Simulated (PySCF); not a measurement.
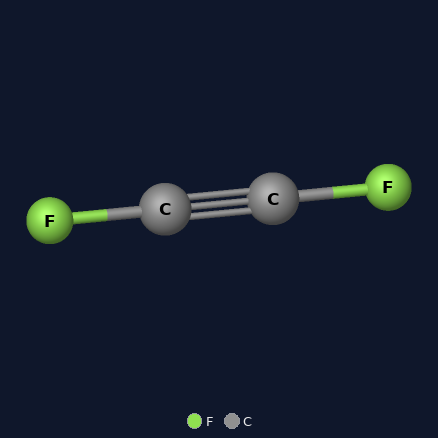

Computed geometry: PBE0-D3(BJ)/def2-SVP optimisation. No frequency run is at hand to confirm it as a minimum. Program: PySCF 2.14.0.

At this fixed geometry, give HOMO energy (eV) at these levels: BHandHLYP/aug-pcX-1 (pcseg-1 on H); PBE0/def2-SVPD; PBE0/def2-SVPD in methanol (IEF-PCM); PBE0/def2-SVPD in tetrahydrofuran (IEF-PCM); PBE0/pcSseg-1 in methanol (IEF-PCM); PBE0/pcSseg-1 in tetrahydrofuran (IEF-PCM).

| level | HOMO energy (eV) |
| --- | --- |
| BHandHLYP/aug-pcX-1 (pcseg-1 on H) | −9.65 |
| PBE0/def2-SVPD | −8.30 |
| PBE0/def2-SVPD in methanol (IEF-PCM) | −8.24 |
| PBE0/def2-SVPD in tetrahydrofuran (IEF-PCM) | −8.25 |
| PBE0/pcSseg-1 in methanol (IEF-PCM) | −8.21 |
| PBE0/pcSseg-1 in tetrahydrofuran (IEF-PCM) | −8.21 |
